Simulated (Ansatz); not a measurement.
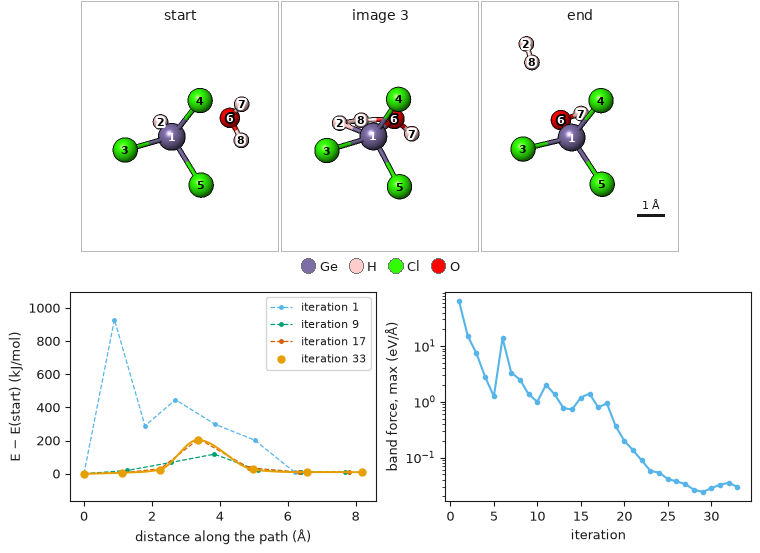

NEB run on GeH$_{3}$OCl$_{3}$, made up at the start of GeHCl3 and H2O. Images are numbered from 0 (start) to 6 (end). The plot follows the band through its iterations. The picture is a ball-and-stick view, seen at a tilt.

Computed with RKS B3LYP-D4/def2-SVP (Ansatz). Run with 5 movable images; climbing image; force threshold 0.03 eV/Å; iteration limit 60; starting path through a guess of the saddle point.

Q: Judge this run.

A: The run is converged, with reservations. The band converged in 33 iterations. The largest component of the band force went from 64 to 0.03 eV/Å. The climbing image converged on the top of the path. Its vibrational analysis gives 2 imaginary modes over 30i cm⁻¹, so it isn't confirmed as a transition state. The first iteration put the highest image at 930.0 kJ/mol. The highest point, image 3, lies 203.9 kJ/mol above the start and 194.5 kJ/mol above the end; the end is at +9.4 kJ/mol relative to the start.

Limits of the set-up: the start holds two separate molecules, 2.7 Å apart at their closest, whose relative position is a soft coordinate.

The run took 4.2 min on 4 threads of Arm Neoverse V2 (shared host), peak memory 0.32 GiB.
